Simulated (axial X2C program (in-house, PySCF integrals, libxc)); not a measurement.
**InBr⁺: EOM-EA-CCSD levels**

Aim: EOM-EA-CCSD levels of InBr⁺, with spin–orbit coupling in the Hamiltonian from the start.

Program: an in-house X2C program for linear molecules on PySCF integrals. Level of theory: two-component X2C with atomic mean-field terms, In dyall-acv3z, Br dyall-acv3z. These are calculated values, not measurements.

**1. The job**

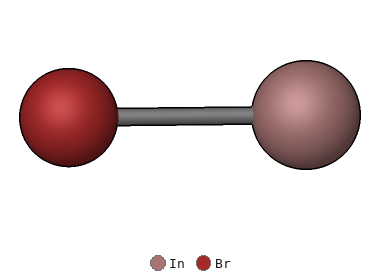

The two atoms at 2.560 Å (indium brown, bromine red).

The input, task.json:

```json
{"zs": [49, 35], "q": 1, "bas": ["dyall-acv3z", "dyall-acv3z"], "r0": 2.56, "eom": "ea", "thr": -2.0, "nmax": 92, "grid": [1, 0.96, 1.045, 0.92, 1.09, 1.15]}
```

Keys: zs atomic numbers; q charge; bas basis sets; r0 starting distance in Å; eom kind of EOM run; thr threshold in hartree for freezing inner shells (an s shell follows its p shell); nmax most natural virtual spinors; grid distances as factors.

Command:

```bash
$ python soeom.py task.json out
```

Further steps of the session: EOM-EA-CCSD at 2.469 Å.

**Question.** What will these runs give? Wanted: next root led by one particle; T1 of the reference.

The runs gave:

```
                     quantity                             value
       lowest root at 2.469 Å                Ω = 1/2, 15.995 eV
next root led by one particle  Ω = 1/2, about 35290 cm⁻¹ higher
          T1 of the reference                             0.038
```

In words: The added electron is bound by 15.99 eV in a spinor of 35% In sσ, 30% Br pσ, 26% In pσ. Errors of 0.1 to 0.3 eV are usual at this size, and roots led by higher excitations are left out, so the list is incomplete, and low states of that kind can be missing. T1 or the largest double amplitude of the reference is raised, which lowers the reliability.
